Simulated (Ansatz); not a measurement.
# TiSi2 under a change: Si → Ru

Consider TiSi₂ (space group Fddd, No. 70; a = 4.779 Å, b = 8.230 Å, c = 8.521 Å).

One thing is altered: full substitution Si → Ru, then cell and atoms are relaxed.

Level of theory: r2SCAN (Ansatz, a first-principles code), without spin-orbit coupling. Γ-centred 12×12×12 mesh, Fermi–Dirac width 0.05 eV, for the changed cell.

* **Volume per atom**: 14.40 Å³ (base 13.96 Å³)
* **Density**: 9.61 g/cm³ (base 4.12 g/cm³)
* **Space group**: Fddd (No. 70) (base Fddd (No. 70))
* **Shortest interatomic distance**: 4.810 bohr (base 4.761 bohr)
* **Band gap**: zero (base zero)

Final structure:

```yaml
crystal:
  lattice:
    - [0.00000, 4.01850, 4.27737]
    - [2.51333, 0.00000, 4.27737]
    - [2.51333, 4.01850, 0.00000]
  atoms:
    - { symbol: Ru, position: [0.67912, 0.32088, 0.67912] }
    - { symbol: Ru, position: [0.32088, 0.67912, 0.32088] }
    - { symbol: Ru, position: [0.57088, 0.92912, 0.57088] }
    - { symbol: Ru, position: [0.92912, 0.57088, 0.92912] }
    - { symbol: Ti, position: [0.00000, 0.00000, 0.00000] }
    - { symbol: Ti, position: [0.25000, 0.25000, 0.25000] }
```

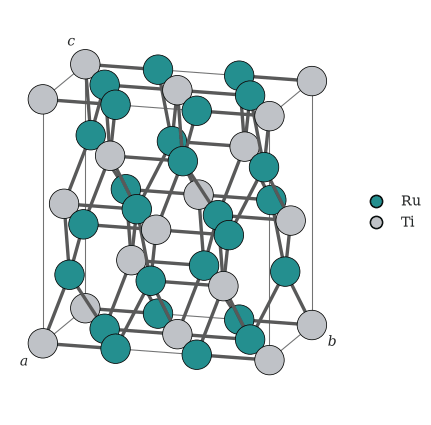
*The relaxed conventional cell after the change*

Stability against distortions was not tested. As relaxed here, TiRu2 is a hypothetical phase, not in the database extracts checked. The final runs are not spin-polarised.
